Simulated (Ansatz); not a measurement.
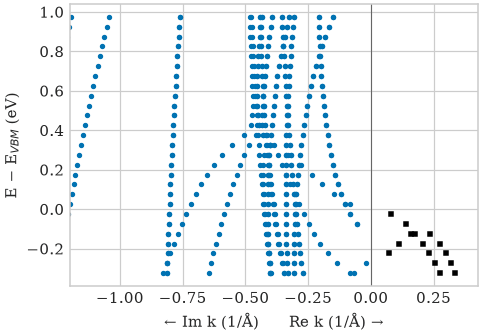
Fig. 1. Complex bands at the centre of the two-dimensional zone; r2SCAN in Ansatz (a program for electronic structure)

The gap is the functional's own, uncorrected, and κ follows it; spin-orbit coupling is left out. Mid-gap values are interpolated between the computed energies.

Q: This is Te2Mo (P6_3/mmc, 6 atoms a cell, 24.2 Å³ an atom, 3 GPa at this level) along the normal of (100). Read off the slowest decay at the centre of the two-dimensional zone at 0.38 eV, the computed energy nearest the middle of the gap.

A: κ ≈ 0.17 1/Å, a decay length 1/(2κ) of the density of 2.9 Å.
